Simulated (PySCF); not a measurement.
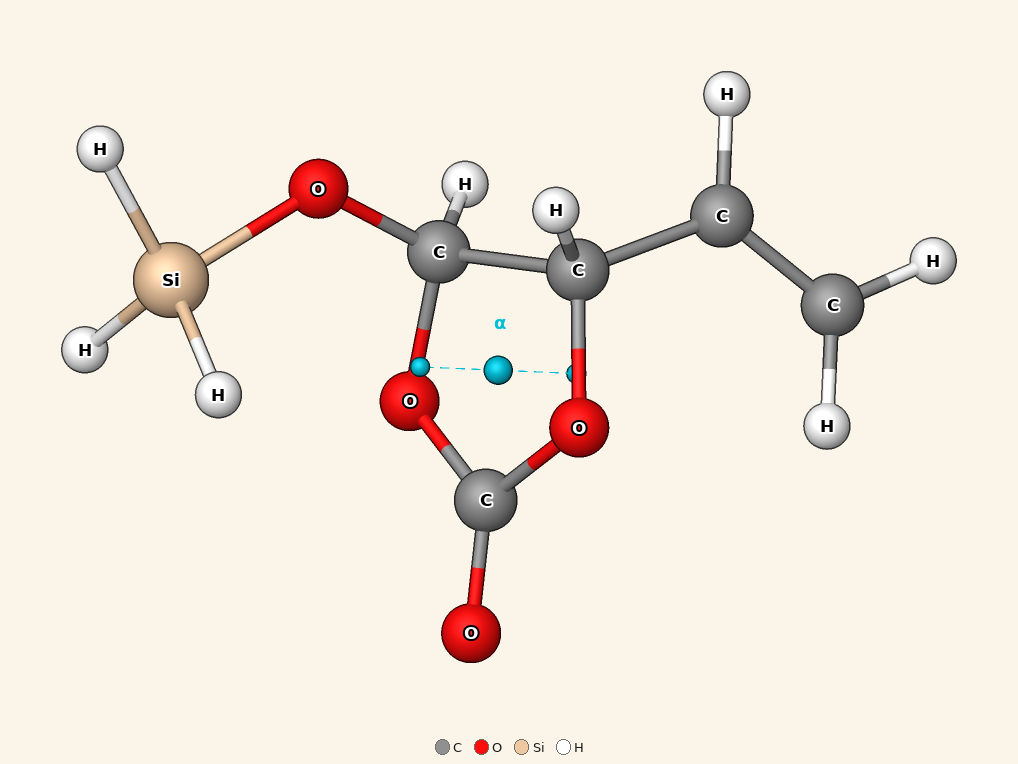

The small points mark where nucleus-independent chemical shifts (NICS) were computed: at the centre of each lettered ring and 1 Å above and below it. The computed structure is the end point of a GFN2-xTB optimisation. No frequency run is at hand to confirm it as a minimum. Method: GIAO PBE0/pcSseg-1 NMR shielding, non-relativistic, gas phase (PySCF 2.14.0).

Give NICS(0), NICS(1) and the out-of-plane component NICS(1)zz for each ring (means of the two sides).

```csv
ring,members,NICS(0),NICS(1),NICS(1)zz
α,C3O2,−8.1,−3.4,−6.2
```

Values in ppm.

Question. What do the values say about the ring currents?

Answer. Ring α: weak, as in a non-aromatic ring. NICS is one index among several.

The geometry is semi-empirical. Around Si such bond lengths and angles can be off by a tenth of an ångström or more and by several degrees, and values that hang on the shape move with them.
